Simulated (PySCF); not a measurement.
Molecule: SMILES COCS (C2H6OS). Atoms near the plane z = 1.5 Å, at the PBE0/def2-SVP optimised geometry (x, y, z in Å): C1 (0.8, -0.3, 1.2), O2 (0.2, -0.7, 0.0), C3 (-1.1, -0.7, 0.0), S4 (-1.9, 0.9, 0.0), H5 (0.5, -0.9, 2.1), H6 (0.6, 0.8, 1.4), H7 (1.9, -0.3, 1.1), H8 (-1.6, -1.2, 0.9).

Calculation: PySCF with PBE0/def2-TZVP. Cells within 0.4 Å of a nucleus heavier than hydrogen are left out (blank, or x). The values are rescaled to run from 0 to 1.

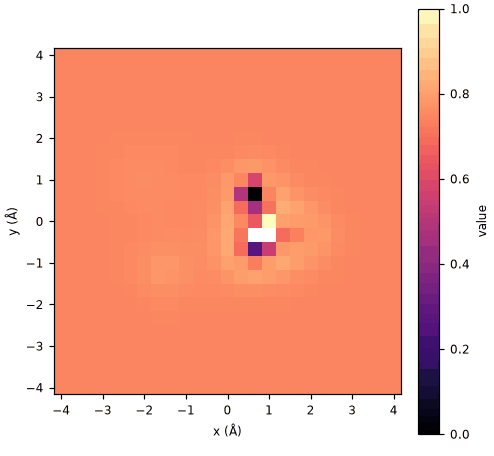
Figure: a field on the plane z = 1.5 Å.

Problem. Which quantity is mapped?
A) deformation density (molecule minus spherical neutral atoms)
B) electrostatic potential
C) an orbital amplitude
D) Laplacian of the electron density

Solution. D, Laplacian of the electron density. In full: Laplacian of the electron density (e/bohr⁵), clipped to [-1.50, 1.50].
